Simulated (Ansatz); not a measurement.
# C$_{2}$H$_{7}$ClGe (SMILES [CH3][GeH]([CH3])[Cl]): what the fields show

The calculation's input:

```
crystal:
  periodic: [false, false, false]
  atoms:
    - {symbol: C, position_ang: [0.676943, 1.830024, -0.549691]}
    - {symbol: C, position_ang: [2.064751, -1.011704, 0.122717]}
    - {symbol: Cl, position_ang: [-0.587592, -0.937450, -1.862806]}
    - {symbol: Ge, position_ang: [0.399837, -0.046334, -0.134394]}
    - {symbol: H, position_ang: [1.320427, 1.925187, -1.435973]}
    - {symbol: H, position_ang: [-0.283247, 2.322612, -0.756762]}
    - {symbol: H, position_ang: [1.161472, 2.338062, 0.298007]}
    - {symbol: H, position_ang: [-0.567460, -0.238729, 1.049071]}
    - {symbol: H, position_ang: [2.702511, -0.899579, -0.765717]}
    - {symbol: H, position_ang: [1.867110, -2.080827, 0.282089]}
    - {symbol: H, position_ang: [2.601270, -0.615149, 0.998136]}
basis:
  gaussian:
    orbitals: def2-TZVPD
hamiltonian:
  xc: {name: PBE0}
output:
  forces: true
  orbitals: {seedname: orbitals}
```

Command:

```sh
ansatz run input.yaml --threads 2 --pin off --max-ram 4350MiB --events-out events.jsonl --progress --plain --runs-dir runs
```

Geometry: PBE0-D3(BJ)/def2-SVP.

All numbers below come from Ansatz 0.2.0, isolated molecule in a Gaussian basis; Kohn-Sham density functional theory, functional PBE0.

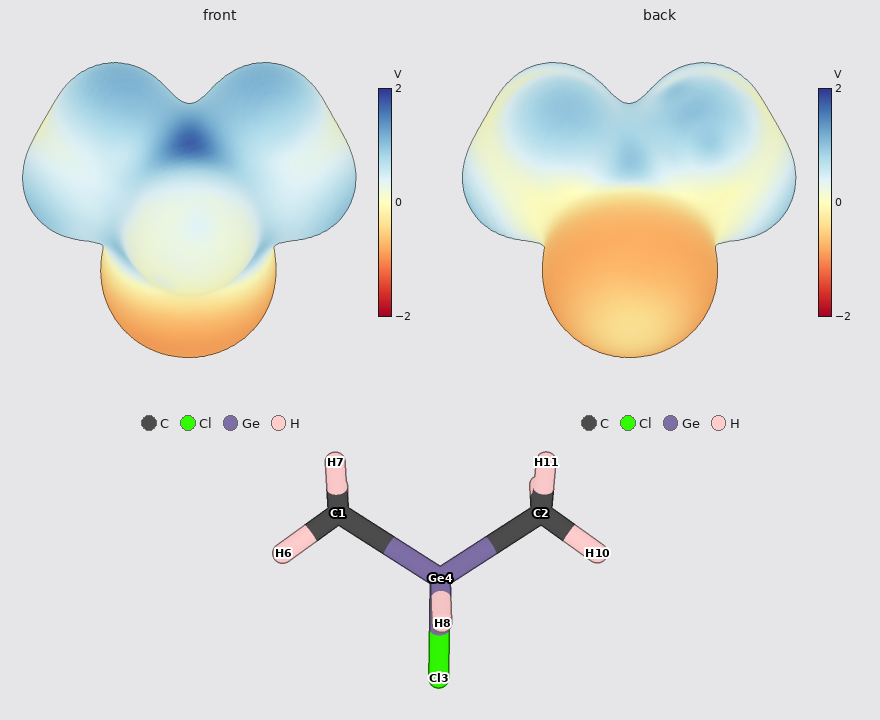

Figure 1. The electrostatic potential painted on the density surface at 0.002 e/bohr³, seen from the front and from behind; the colour scale runs from red (negative) to blue (positive). The bare structure is drawn below in the same view.

**Where is the surface potential most negative and most positive?**

The most negative region (about −0.9 V) lies over Cl3, the most positive (about +1.6 V) over Ge4.

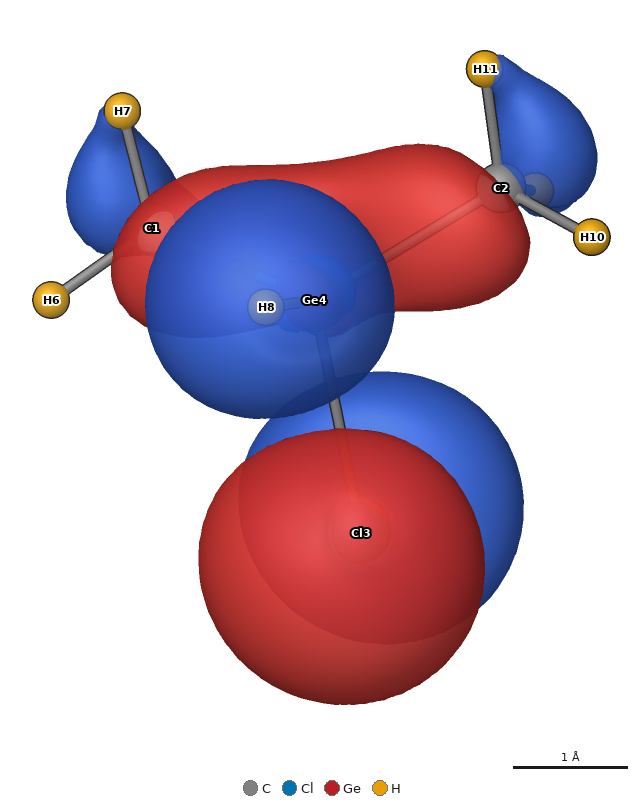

Figure 2. The HOMO−1 at ±0.08 Å⁻³ᐟ² (blue and red are the two phases), seen at a tilt.

**Where does this orbital lie, and at what energy?**

Its weight (Hirshfeld) is mainly on Cl3 (about 65 %), Ge4 (about 15 %) and H8 (about 10 %). Its energy is −8.38 eV.

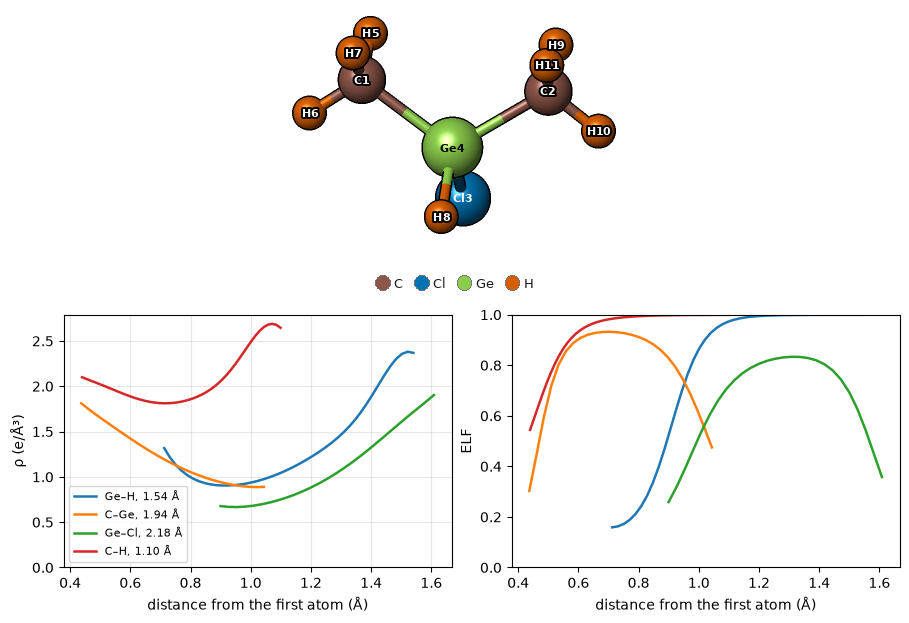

Figure 3. Electron density and ELF along straight lines between neighbouring atoms. The curves leave out the atomic cores. The structure is drawn too.

**What can be read from the curves?**

Ge–H (1.54 Å): ρ at the midpoint is about 1.1 e/Å³; the ELF climbs to about 1 towards the hydrogen.
C–Ge (1.94 Å): ρ is about 0.9 e/Å³ halfway; the ELF peaks at about 0.95 in the valence shell of C, 0.7 Å from its nucleus, and is about 0.70 at the midpoint.
Ge–Cl (2.18 Å): ρ at the midpoint is about 0.74 e/Å³, with its minimum of 0.67 e/Å³ about 1.0 Å from Ge; the ELF peaks at about 0.85 in the valence shell of Cl, 0.9 Å from its nucleus, and is about 0.70 at the midpoint.
C–H (1.10 Å): the density is about 2 e/Å³ at the midpoint; the ELF climbs to about 1 towards the hydrogen; an ordinary covalent bond to hydrogen.
